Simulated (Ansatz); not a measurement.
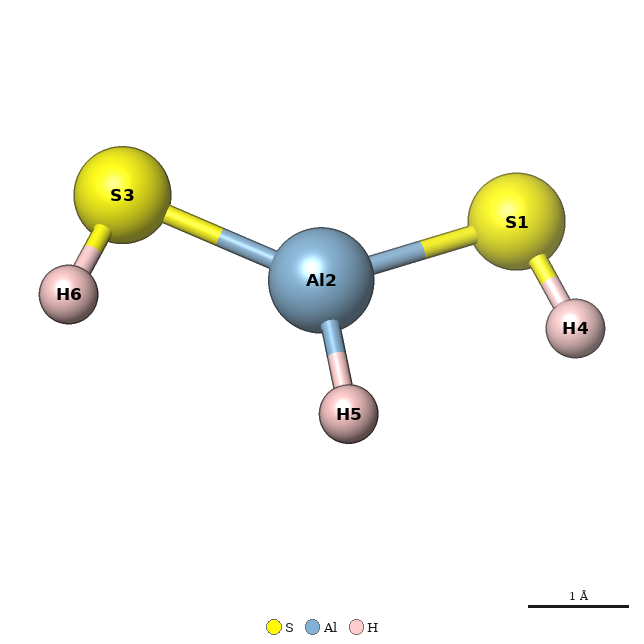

The picture comes from a calculation with Ansatz.

Orthographic view. Atoms fade into the background with distance from the viewer. Geometry: moved along internal coordinates away from the minimum.

Write a Z-matrix (Å, degrees) in the order of the atom numbers, with these reference atoms: 2 to 1; 3 to 2, 1; 4 to 1, 2, 3; 5 to 2, 3, 1; 6 to 3, 2, 5.

```
S  
Al   1   2.178
S    2   2.178   1   134.1
H    1   1.344   2    92.3   3   180.0
H    2   1.576   3   122.0   1   180.0
H    3   1.344   2    92.3   5     0.0
```
